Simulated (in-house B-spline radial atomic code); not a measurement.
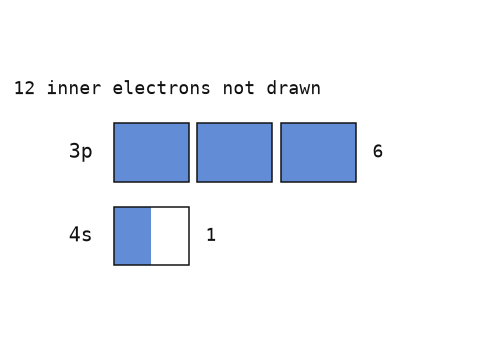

**Figure 1.** The outer shells as the input fills them: a box for each of the 2l + 1 orbitals, shaded by the share of the shell that is filled, with the electron count at the right.

Run report: K, RPA and GW calculation

K, configuration [Ar] 4s1. Level asked for: RPA, second-order and SOSEX correlation energies and G0W0 (contour deformation) on a scalar-relativistic (spin-free one-electron X2C) mean field, all electrons, B-spline basis (in-house B-spline radial atomic code).

## Outcome

- outcome: not converged
- hardware: 1 CPU thread, shared host
- wall time: 11 s

## Diagnosis

The run did not meet its convergence test, so its last values are not results. Caveats: the mean field did not converge.

## Input file
```
Z = 19
electrons = 19.0
configuration = [Ar] 4s1
hamiltonian = x2c
method = wb97x
lmax = 9
rms_radius = 3.4349
spin_polarised = True
box_radius = 40.0
intervals = 74
```

The run was one of a batch that the task file lists, launched with:
```bash
python <driver script> task.json out
```

The program writes its results to a structured record and prints no log; tables and figures of this report are taken from that record.
